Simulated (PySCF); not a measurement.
**C₂H₄BF₃S: NMR shifts at several levels of theory**

Aim: compute the NMR shifts of C₂H₄BF₃S (`FCSCB(F)F`) at several levels, and see how far they spread and what each costs.

Computed with PySCF 2.14.0, with density-fitted response routines of our own, on a single molecule in the gas phase. Atoms are numbered from 0 throughout.

### Step 1. Starting geometry

11 atoms, charge 0, multiplicity 1; geometry from: GFN2-xTB. The atoms were then displaced at random by about 0.01 Å, so the start is not that level's minimum.

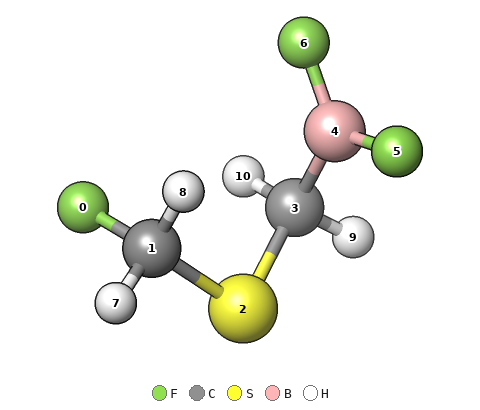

As it starts; fluorine green, carbon grey, sulfur yellow, boron pink, hydrogen white, atoms numbered.

### Step 2. Optimising the geometry at PBE0-D3(BJ)/def2-SVP

The job: settings as JSON, then the geometry in Å.

```
{"job": {"xc": "PBE0", "basis": "def2-SVP", "d3": "d3bj", "grid": 1, "shake": 0.01, "kind": "geom"}, "charge": 0, "multiplicity": 1}
F      1.718630    -1.109620     1.039780
C      1.656380     0.047150     0.283780
S      0.788450    -0.221150    -1.300370
C     -0.855360    -0.573800    -0.678120
B     -1.447830     0.603330     0.194360
F     -1.545720     1.849860    -0.235670
F     -1.801490     0.451210     1.458400
H      2.704500     0.345760     0.047310
H      1.146300     0.825330     0.889160
H     -1.468480    -0.714070    -1.579030
H     -0.857260    -1.529820    -0.135280
```

Run with:

```sh
> OMP_NUM_THREADS=1 python probes_run.py task.json out
```

One launch serves the whole session: the jobs run in the order shown.

The program printed:

```text
step   0  E = -800.33010754  max force = 0.016152
step   1  E = -800.33220315  max force = 0.002317
step   2  E = -800.33230997  max force = 0.002977
step   3  E = -800.33249449  max force = 0.000875
step   4  E = -800.33286939  max force = 0.004320
step   5  E = -800.33318380  max force = 0.005340
step   6  E = -800.33434952  max force = 0.004093
step   7  E = -800.33492871  max force = 0.002703
step   8  E = -800.33534955  max force = 0.003150
step   9  E = -800.33551801  max force = 0.001570
step  10  E = -800.33554785  max force = 0.000573
step  11  E = -800.33555371  max force = 0.000657
step  12  E = -800.33555101  max force = 0.000826
step  13  E = -800.33554612  max force = 0.000619
step  14  E = -800.33554721  max force = 0.000429
step  15  E = -800.33554828  max force = 0.000197
optimisation converged
```

Run time: 2.2 min. Hardware: 1 thread of Arm Neoverse N1, shared host; peak memory 0.52 GiB.

Along the way:

| step | energy from step 0 (eV) | largest force component (eV/Å) |
| --- | --- | --- |
| 0 | 0.0000 | 0.8306 |
| 1 | -0.0570 | 0.1191 |
| 2 | -0.0599 | 0.1531 |
| 3 | -0.0650 | 0.0450 |
| 4 | -0.0752 | 0.2221 |
| 5 | -0.0837 | 0.2746 |
| 6 | -0.1154 | 0.2105 |
| 7 | -0.1312 | 0.1390 |
| 8 | -0.1426 | 0.1620 |
| 9 | -0.1472 | 0.0807 |
| 10 | -0.1480 | 0.0295 |
| 11 | -0.1482 | 0.0338 |
| 12 | -0.1481 | 0.0425 |
| 13 | -0.1480 | 0.0318 |
| 14 | -0.1480 | 0.0221 |
| 15 | -0.1481 | 0.0101 |

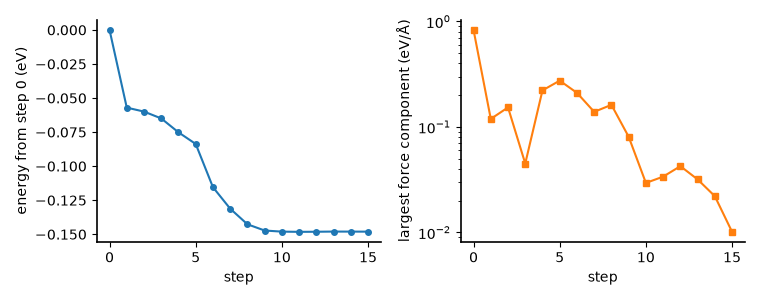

Energy and largest force along the relaxation.

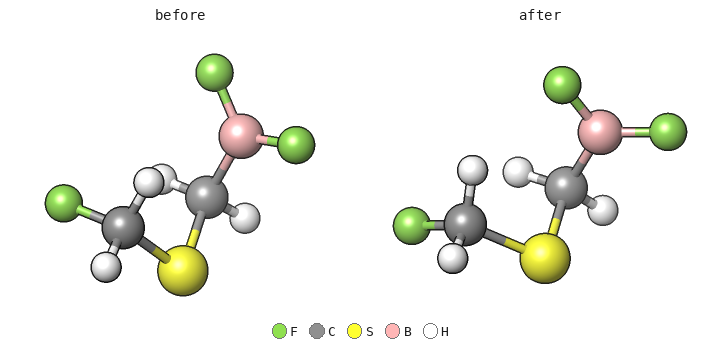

Before and after, at one scale.

Distances of close pairs at the start and the end, largest changes first:

| bond | before (Å) | after (Å) | change (Å) |
| --- | --- | --- | --- |
| S2–C3 | 1.793 | 1.838 | +0.046 |
| C1–S2 | 1.826 | 1.795 | -0.031 |
| C3–B4 | 1.580 | 1.558 | -0.022 |
| F0–C1 | 1.383 | 1.364 | -0.019 |
| C1–H7 | 1.115 | 1.102 | -0.013 |
| C1–H8 | 1.110 | 1.101 | -0.009 |
| B4–F6 | 1.321 | 1.326 | +0.005 |
| B4–F5 | 1.322 | 1.319 | -0.003 |

The end geometry stands in the next job.

| at the end point | value |
| --- | --- |
| point group (found at 0.08 Å tolerance) | C1 |
| rotational constants (GHz, main isotopes) | 3.680, 1.273, 1.081 |
| dipole moment (D) | 0.30 |

### Step 3. Nuclear shieldings: PBE0/6-31G*

The job: settings as JSON, then the geometry in Å.

```
{"job": {"kind": "nmr", "xc": "PBE0", "basis": "6-31G*", "pop": true}, "charge": 0, "multiplicity": 1}
F      1.785854    -1.585148     0.526021
C      1.660607    -0.245305     0.303724
S      0.726508     0.115205    -1.186537
C     -0.945940    -0.409706    -0.632734
B     -1.424823     0.828050     0.183934
F     -2.071263     1.829156    -0.382074
F     -1.143712     0.957064     1.473252
H      2.655221     0.202157     0.145466
H      1.180670     0.214495     1.182028
H     -1.530563    -0.576620    -1.547392
H     -0.854413    -1.354926    -0.081256
```

With the program's defaults for keys left out, this is: GIAO PBE0/6-31G* NMR shielding, non-relativistic, gas phase.

The program printed:

```text
coarse grid: 10624 points
cycle   1  E = -800.6496610120  dE =  7.664e-01  |g| = 7.722e-01  |ddm| = 3.219e+00
cycle   2  E = -800.5642753074  dE =  8.539e-02  |g| = 1.083e+00  |ddm| = 1.187e+00
cycle   3  E = -800.7500927113  dE = -1.858e-01  |g| = 5.321e-02  |ddm| = 6.866e-01
cycle   4  E = -800.7506797314  dE = -5.870e-04  |g| = 2.353e-02  |ddm| = 7.304e-02
cycle   5  E = -800.7508025552  dE = -1.228e-04  |g| = 5.706e-03  |ddm| = 2.287e-02
cycle   6  E = -800.7508091370  dE = -6.582e-06  |g| = 1.375e-03  |ddm| = 6.856e-03
final grid: 101672 points
cycle   7  E = -800.7249320804  dE = -2.925e-05  |g| = 9.258e-03  |ddm| = 2.347e-02
cycle   8  E = -800.7249189042  dE =  1.318e-05  |g| = 1.212e-02  |ddm| = 1.795e-02
cycle   9  E = -800.7249521469  dE = -3.324e-05  |g| = 5.854e-04  |ddm| = 1.029e-02
cycle  10  E = -800.7249522092  dE = -6.228e-08  |g| = 2.118e-04  |ddm| = 6.438e-04
cycle  11  E = -800.7249522168  dE = -7.649e-09  |g| = 5.055e-05  |ddm| = 1.991e-04
cycle  12  E = -800.7249522174  dE = -6.055e-10  |g| = 9.813e-06  |ddm| = 6.339e-05
converged SCF energy = -800.7249522174

GIAO shielding tensors (ppm)
atom      isotropic    diamagn.    paramagn.     s11        s22        s33       span
  0 F      401.330     471.573     -70.243    333.810    406.405    463.774    129.964
  1 C      111.786     247.835    -136.049     68.251    106.815    160.292     92.042
  2 S      553.902    1055.828    -501.926    411.186    475.238    775.281    364.094
  3 C      184.715     255.934     -71.219    169.957    189.746    194.442     24.484
  4 B       92.031     196.647    -104.616     78.286     94.771    103.036     24.750
  5 F      277.728     465.449    -187.721    140.016    316.784    376.383    236.367
  6 F      273.172     469.617    -196.445    124.575    316.684    378.255    253.680
  7 H       26.909      28.254      -1.345     21.347     27.096     32.286     10.939
  8 H       26.518      30.024      -3.505     21.067     28.310     30.178      9.111
  9 H       30.613      29.960       0.653     25.751     27.912     38.175     12.424
 10 H       29.997      31.122      -1.125     24.955     28.985     36.052     11.096
```

Run time: 15 s. Hardware: 1 thread of Arm Neoverse N1, shared host; peak memory 0.61 GiB.

Shifts follow as δ = σ(reference) − σ, with reference shieldings (ppm) from runs at the same level and on the same kind of geometry: ¹H TMS 31.96, ¹³C TMS 194.1, ¹⁹F CFCl3 198.9, ¹¹B BF3·OEt2 112.3, ³³S CS2 546. The references are single molecules in the gas phase, so shifts against H2O, NH3, PH3, H3PO4 or CFCl3 are not on the usual liquid scales and can be off by tens of ppm. Atoms listed in one row are averaged.

| atoms | environment | σ (ppm) | δ (ppm) |
| --- | --- | --- | --- |
| C1 | sp3 CH2 bonded to F and S | 111.8 | 82.4 |
| C3 | sp3 CH2 bonded to B and S | 184.7 | 9.4 |
| H7, H8 | hydrogen on an sp3 CH2 bonded to F and S | 26.71 | 5.25 |
| H9, H10 | hydrogen on an sp3 CH2 bonded to B and S | 30.31 | 1.66 |
| F5, F6 | fluorine bonded to B | 275.4 | -76.5 |
| F0 | fluorine on an sp3 carbon | 401.3 | -202.4 |
| S2 | sulfide sulfur | 554 | -8 |
| B4 | boron bonded to C, 2 F | 92.0 | 20.2 |

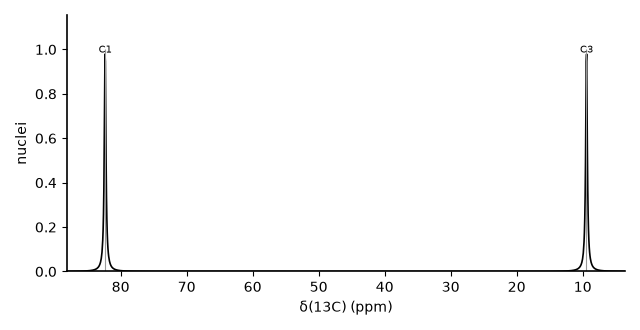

¹³C lines at the computed shifts, without couplings. Lines are broadened to a width of 0.29 ppm (Lorentzian).

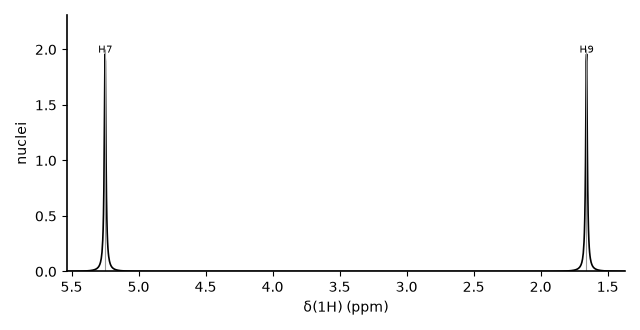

¹H lines at the computed shifts, without couplings. Lines are broadened to a width of 0.01 ppm (Lorentzian).

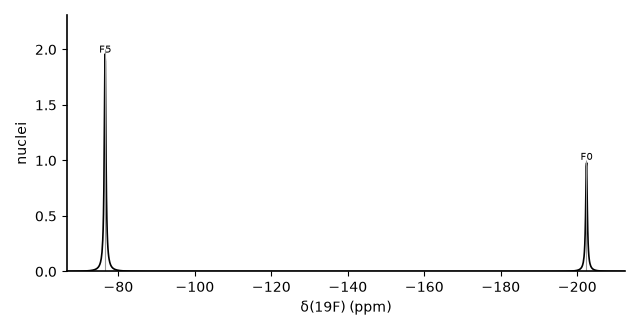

¹⁹F lines at the computed shifts, without couplings. Lines are broadened to a width of 0.50 ppm (Lorentzian).

Charges from the same density, by scheme (e):

| atoms | Mulliken | IAO | Hirshfeld | ESP fit |
| --- | --- | --- | --- | --- |
| F0 | -0.32 | -0.30 | -0.11 | -0.13 |
| C1 | -0.15 | -0.06 | 0.03 | -0.13 |
| S2 | 0.13 | 0.13 | -0.02 | -0.14 |
| C3 | -0.73 | -0.53 | -0.13 | -0.37 |
| B4 | 0.70 | 0.72 | 0.27 | 0.53 |
| F5, F6 | -0.26 | -0.31 | -0.13 | -0.22 |

Mulliken charges:

| atom | value (e) |
| --- | --- |
| F0 | -0.32 |
| C1 | -0.15 |
| S2 | 0.13 |
| C3 | -0.73 |
| B4 | 0.70 |
| F5 | -0.25 |
| F6 | -0.26 |
| H7 | 0.20 |
| H8 | 0.21 |
| H9 | 0.23 |
| H10 | 0.24 |

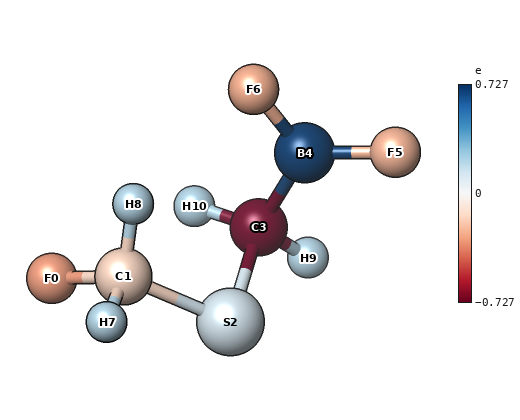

Mulliken charges, as colours on the atoms.

Mayer bond orders: F0–C1 0.89, C1–S2 1.02, S2–C3 0.94, C3–B4 0.93, B4–F5 1.18, B4–F6 1.14.

### Step 4. Shielding tensors: PBE0/6-311+G(2d,p)

Same as in step 3 but for these lines:

```diff
@@ -1,2 +1,2 @@
-{"job": {"kind": "nmr", "xc": "PBE0", "basis": "6-31G*", "pop": true}, "charge": 0, "multiplicity": 1}
+{"job": {"kind": "nmr", "xc": "PBE0", "basis": "6-311+G(2d,p)", "pop": true}, "charge": 0, "multiplicity": 1}
 F      1.785854    -1.585148     0.526021
```

Level: GIAO PBE0/6-311+G(2d,p) NMR shielding, non-relativistic, gas phase.

The program printed:

```text
coarse grid: 10624 points
cycle   1  E = -800.8024022551  dE =  7.544e-01  |g| = 7.612e-01  |ddm| = 2.855e+00
cycle   2  E = -800.7086771305  dE =  9.373e-02  |g| = 1.122e+00  |ddm| = 9.708e-01
cycle   3  E = -800.8919005901  dE = -1.832e-01  |g| = 6.379e-02  |ddm| = 5.388e-01
cycle   4  E = -800.8924792651  dE = -5.787e-04  |g| = 3.603e-02  |ddm| = 7.645e-02
cycle   5  E = -800.8927183454  dE = -2.391e-04  |g| = 7.656e-03  |ddm| = 2.683e-02
cycle   6  E = -800.8927275370  dE = -9.192e-06  |g| = 2.234e-03  |ddm| = 6.878e-03
final grid: 101672 points
cycle   7  E = -800.9041877125  dE = -8.198e-05  |g| = 1.051e-02  |ddm| = 4.850e-02
cycle   8  E = -800.9041750347  dE =  1.268e-05  |g| = 1.311e-02  |ddm| = 1.373e-02
cycle   9  E = -800.9042059286  dE = -3.089e-05  |g| = 9.040e-04  |ddm| = 8.337e-03
cycle  10  E = -800.9042060536  dE = -1.250e-07  |g| = 3.114e-04  |ddm| = 9.241e-04
cycle  11  E = -800.9042060695  dE = -1.589e-08  |g| = 1.052e-04  |ddm| = 2.576e-04
cycle  12  E = -800.9042060717  dE = -2.197e-09  |g| = 1.639e-05  |ddm| = 9.717e-05
cycle  13  E = -800.9042060718  dE = -5.821e-11  |g| = 3.434e-06  |ddm| = 2.240e-05
converged SCF energy = -800.9042060718

GIAO shielding tensors (ppm)
atom      isotropic    diamagn.    paramagn.     s11        s22        s33       span
  0 F      393.989     464.749     -70.761    326.376    399.285    456.305    129.928
  1 C       99.734     245.378    -145.644     52.865     93.836    152.501     99.637
  2 S      494.682    1055.531    -560.849    334.024    419.834    730.187    396.163
  3 C      175.237     246.883     -71.646    160.134    179.980    185.595     25.460
  4 B       79.305     198.295    -118.990     62.782     82.800     92.334     29.552
  5 F      271.338     465.017    -193.679    140.202    312.001    361.812    221.610
  6 F      262.739     469.477    -206.738    122.866    302.302    363.049    240.183
  7 H       26.323      28.904      -2.581     20.824     26.858     31.289     10.465
  8 H       25.741      30.588      -4.848     20.311     27.726     29.185      8.874
  9 H       29.961      29.633       0.328     25.142     27.439     37.302     12.160
 10 H       29.239      30.509      -1.270     24.273     28.170     35.274     11.001
```

It took 40 s on 1 thread of Arm Neoverse N1, shared host; peak memory 0.97 GiB.

Key values: δ C1 86.7, C3 11.2, F5 -92.3, F0 -219.2, H7 5.48, H9 1.91 ppm (means over like atoms).

### Step 5. Nuclear shieldings: PBE0/def2-SVP

Same as in step 4 but for these lines:

```diff
@@ -1,2 +1,2 @@
-{"job": {"kind": "nmr", "xc": "PBE0", "basis": "6-311+G(2d,p)", "pop": true}, "charge": 0, "multiplicity": 1}
+{"job": {"kind": "nmr", "xc": "PBE0", "basis": "def2-SVP", "pop": true}, "charge": 0, "multiplicity": 1}
 F      1.785854    -1.585148     0.526021
```

Level: GIAO PBE0/def2-SVP NMR shielding, non-relativistic, gas phase.

The program printed:

```text
coarse grid: 10624 points
cycle   1  E = -800.1447444014  dE =  7.168e-01  |g| = 7.459e-01  |ddm| = 3.482e+00
cycle   2  E = -800.0607803342  dE =  8.396e-02  |g| = 1.053e+00  |ddm| = 1.233e+00
cycle   3  E = -800.2399264812  dE = -1.791e-01  |g| = 5.019e-02  |ddm| = 7.157e-01
cycle   4  E = -800.2403981891  dE = -4.717e-04  |g| = 2.273e-02  |ddm| = 6.904e-02
cycle   5  E = -800.2405081578  dE = -1.100e-04  |g| = 5.844e-03  |ddm| = 2.426e-02
cycle   6  E = -800.2405149727  dE = -6.815e-06  |g| = 1.330e-03  |ddm| = 6.867e-03
final grid: 101672 points
cycle   7  E = -800.3276104845  dE = -3.726e-05  |g| = 8.482e-03  |ddm| = 2.467e-02
cycle   8  E = -800.3275997831  dE =  1.070e-05  |g| = 1.093e-02  |ddm| = 1.735e-02
cycle   9  E = -800.3276271587  dE = -2.738e-05  |g| = 5.354e-04  |ddm| = 9.968e-03
cycle  10  E = -800.3276272093  dE = -5.068e-08  |g| = 2.172e-04  |ddm| = 5.966e-04
cycle  11  E = -800.3276272171  dE = -7.746e-09  |g| = 5.218e-05  |ddm| = 2.025e-04
cycle  12  E = -800.3276272177  dE = -5.950e-10  |g| = 9.335e-06  |ddm| = 5.804e-05
converged SCF energy = -800.3276272177

GIAO shielding tensors (ppm)
atom      isotropic    diamagn.    paramagn.     s11        s22        s33       span
  0 F      414.239     469.516     -55.276    357.743    410.669    474.306    116.563
  1 C      110.170     244.850    -134.680     63.733    106.334    160.443     96.711
  2 S      588.675    1055.987    -467.312    449.431    517.740    798.853    349.421
  3 C      185.163     251.738     -66.575    168.903    190.636    195.950     27.046
  4 B       89.230     201.209    -111.979     73.058     93.679    100.952     27.894
  5 F      279.474     458.833    -179.359    141.865    315.898    380.659    238.794
  6 F      277.251     463.294    -186.043    129.750    318.895    383.109    253.359
  7 H       26.609      28.408      -1.799     21.092     26.796     31.938     10.846
  8 H       26.158      30.674      -4.516     20.691     27.919     29.863      9.172
  9 H       30.143      30.354      -0.211     25.018     27.265     38.145     13.126
 10 H       29.615      31.686      -2.071     24.314     28.369     36.163     11.850
```

Wall time 16 s (1 thread of Arm Neoverse N1, shared host); peak memory 0.66 GiB.

In short: δ C1 83.6, C3 8.6, F5 -63.7, F0 -199.6, H7 4.96, H9 1.46 ppm (means over like atoms).

### Step 6. Shielding tensors: PBE0/def2-TZVP

Same as in step 5 but for these lines:

```diff
@@ -1,2 +1,2 @@
-{"job": {"kind": "nmr", "xc": "PBE0", "basis": "def2-SVP", "pop": true}, "charge": 0, "multiplicity": 1}
+{"job": {"kind": "nmr", "xc": "PBE0", "basis": "def2-TZVP", "pop": true}, "charge": 0, "multiplicity": 1}
 F      1.785854    -1.585148     0.526021
```

Level: GIAO PBE0/def2-TZVP NMR shielding, non-relativistic, gas phase.

The program printed:

```text
coarse grid: 10624 points
cycle   1  E = -800.8518623152  dE =  7.580e-01  |g| = 7.609e-01  |ddm| = 2.591e+00
cycle   2  E = -800.7597974678  dE =  9.206e-02  |g| = 1.125e+00  |ddm| = 9.044e-01
cycle   3  E = -800.9421501948  dE = -1.824e-01  |g| = 6.016e-02  |ddm| = 5.252e-01
cycle   4  E = -800.9427089223  dE = -5.587e-04  |g| = 3.407e-02  |ddm| = 6.396e-02
cycle   5  E = -800.9429251377  dE = -2.162e-04  |g| = 7.585e-03  |ddm| = 2.408e-02
cycle   6  E = -800.9429344415  dE = -9.304e-06  |g| = 2.055e-03  |ddm| = 5.921e-03
final grid: 101672 points
cycle   7  E = -800.9468878299  dE = -1.267e-04  |g| = 1.050e-02  |ddm| = 4.834e-02
cycle   8  E = -800.9468752895  dE =  1.254e-05  |g| = 1.302e-02  |ddm| = 1.293e-02
cycle   9  E = -800.9469064671  dE = -3.118e-05  |g| = 8.943e-04  |ddm| = 7.730e-03
cycle  10  E = -800.9469065957  dE = -1.286e-07  |g| = 3.226e-04  |ddm| = 7.113e-04
cycle  11  E = -800.9469066120  dE = -1.633e-08  |g| = 1.164e-04  |ddm| = 2.356e-04
cycle  12  E = -800.9469066146  dE = -2.593e-09  |g| = 1.814e-05  |ddm| = 8.126e-05
cycle  13  E = -800.9469066147  dE = -7.049e-11  |g| = 3.369e-06  |ddm| = 1.548e-05
converged SCF energy = -800.9469066147

GIAO shielding tensors (ppm)
atom      isotropic    diamagn.    paramagn.     s11        s22        s33       span
  0 F      396.848     467.032     -70.184    330.473    400.780    459.289    128.816
  1 C       98.594     242.647    -144.053     51.488     92.039    152.255    100.768
  2 S      481.769    1054.630    -572.861    321.301    400.371    723.636    402.335
  3 C      176.572     245.528     -68.957    160.438    182.576    186.702     26.265
  4 B       80.160     198.781    -118.621     63.725     83.650     93.106     29.381
  5 F      269.341     463.942    -194.602    132.693    312.790    362.539    229.846
  6 F      261.197     465.929    -204.732    114.448    305.449    363.694    249.246
  7 H       26.382      28.320      -1.938     20.883     26.945     31.320     10.437
  8 H       25.809      30.103      -4.294     20.363     27.831     29.233      8.871
  9 H       30.003      29.143       0.860     25.166     27.495     37.349     12.183
 10 H       29.303      29.840      -0.537     24.381     28.249     35.279     10.898
```

Run time: 49 s. Hardware: 1 thread of Arm Neoverse N1, shared host; peak memory 1 GiB.

Key values: δ C1 88.1, C3 10.1, F5 -86.4, F0 -218.0, H7 5.39, H9 1.83 ppm (means over like atoms).

### Step 7. NMR shieldings: PBE0/cc-pVDZ

Same as in step 6 but for these lines:

```diff
@@ -1,2 +1,2 @@
-{"job": {"kind": "nmr", "xc": "PBE0", "basis": "def2-TZVP", "pop": true}, "charge": 0, "multiplicity": 1}
+{"job": {"kind": "nmr", "xc": "PBE0", "basis": "cc-pVDZ", "pop": true}, "charge": 0, "multiplicity": 1}
 F      1.785854    -1.585148     0.526021
```

Method: GIAO PBE0/cc-pVDZ NMR shielding, non-relativistic, gas phase.

The program printed:

```text
coarse grid: 10624 points
cycle   1  E = -800.6712384919  dE =  8.027e-01  |g| = 7.514e-01  |ddm| = 6.071e+00
cycle   2  E = -800.5851596402  dE =  8.608e-02  |g| = 1.065e+00  |ddm| = 2.171e+00
cycle   3  E = -800.7671079771  dE = -1.819e-01  |g| = 5.387e-02  |ddm| = 1.231e+00
cycle   4  E = -800.7676783657  dE = -5.704e-04  |g| = 2.360e-02  |ddm| = 1.342e-01
cycle   5  E = -800.7678014727  dE = -1.231e-04  |g| = 5.888e-03  |ddm| = 4.457e-02
cycle   6  E = -800.7678084525  dE = -6.980e-06  |g| = 1.471e-03  |ddm| = 9.671e-03
final grid: 101672 points
cycle   7  E = -800.7757259075  dE = -3.558e-05  |g| = 9.053e-03  |ddm| = 5.335e-02
cycle   8  E = -800.7757130896  dE =  1.282e-05  |g| = 1.179e-02  |ddm| = 3.277e-02
cycle   9  E = -800.7757450260  dE = -3.194e-05  |g| = 5.956e-04  |ddm| = 1.844e-02
cycle  10  E = -800.7757450891  dE = -6.302e-08  |g| = 2.435e-04  |ddm| = 1.028e-03
cycle  11  E = -800.7757450986  dE = -9.523e-09  |g| = 5.483e-05  |ddm| = 3.469e-04
cycle  12  E = -800.7757450993  dE = -6.896e-10  |g| = 1.067e-05  |ddm| = 8.470e-05
converged SCF energy = -800.7757450993

GIAO shielding tensors (ppm)
atom      isotropic    diamagn.    paramagn.     s11        s22        s33       span
  0 F      405.366     470.467     -65.101    345.895    406.205    463.999    118.104
  1 C      112.624     245.955    -133.331     66.423    108.869    162.581     96.159
  2 S      572.758    1058.043    -485.285    432.103    498.230    787.941    355.837
  3 C      186.061     251.114     -65.053    169.689    191.781    196.714     27.025
  4 B       92.658     205.040    -112.381     75.139     99.358    103.479     28.339
  5 F      275.072     458.254    -183.182    135.553    314.354    375.310    239.757
  6 F      271.441     462.941    -191.500    120.691    315.608    378.025    257.334
  7 H       26.378      28.579      -2.201     20.857     26.643     31.633     10.776
  8 H       25.978      31.289      -5.311     20.520     27.770     29.644      9.124
  9 H       30.046      30.153      -0.108     25.147     27.256     37.734     12.587
 10 H       29.491      31.882      -2.392     24.348     28.367     35.757     11.408
```

It took 18 s on 1 thread of Arm Neoverse N1, shared host; peak memory 0.68 GiB.

In short: δ C1 84.1, C3 10.7, F5 -72.3, F0 -204.4, H7 5.11, H9 1.52 ppm (means over like atoms).

[end of part 1 of 2]
